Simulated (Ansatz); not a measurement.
Base system: CuI (space group P4/nmm, No. 129; a = 4.0544 Å, c = 6.3503 Å; a cell from a computed database, its experimental status unchecked; layered, stacked along the Cartesian z axis).

The change: a hydrostatic pressure of 10 GPa.

The values are results of r2SCAN+rVV10/PAW in Ansatz (a program for electronic structure), no SOC, earlier PAW set, not measurements.

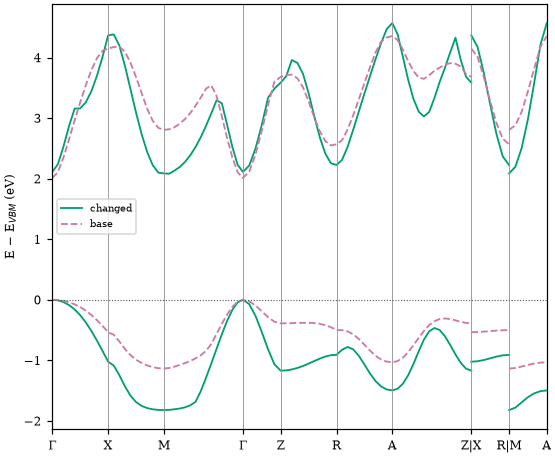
*Highest valence and lowest conduction band along the path, each from its own valence-band maximum*

Task: Read the changed gap and its character from the plot.

Result: About 2.1 eV, indirect, Γ → M.

With I present, leaving out spin-orbit coupling can change the band edges. Load acts through the strain it causes; cell and atoms are relaxed under it. No phonon test of stability was made. Competing high-pressure phases were not computed. All final runs are without spin polarisation. This is not the structure that CuI has at room temperature and ambient pressure.
